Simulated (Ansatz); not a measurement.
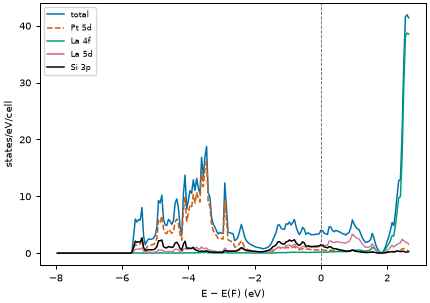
Figure. Total and projected density of states of LaSiPt in space group I4_1md (No. 109; La on 4a, Si on 4a, Pt on 4a), r²SCAN in the plane-wave PAW code Ansatz

Task: Which orbitals carry the states next to the Fermi level?

Result: Within 0.5 eV of the Fermi level: La 5d 39 %, Si 3p 31 %, Pt 5d 15 %, La 4f 5 %. Projections are on Löwdin-orthogonalised atomic valence shells; empty p or d shells of many metals are not among them.

Task: Where is the tallest occupied peak in this window, and what makes it?

Result: Near -3.4 eV, about 19 states/eV per cell; the largest projected share is Pt 5d.

The first step of the workflow began from a Materials Project structure, measured or hypothetical; the Crystallography Open Database copy checked does not list it. With Si and Pt taken as one species the cell has the higher symmetry I4_1/amd, so it may be an ordered model of a mixed-site phase. Whether it is the stable phase at ambient conditions was not checked. The r²SCAN relaxation kept the symmetry of its start; its stability against distortions is not shown here. No spin polarisation was allowed. Spin–orbit coupling is left out wherever it is not named.

Potentials: the later of the program's two PAW sets.
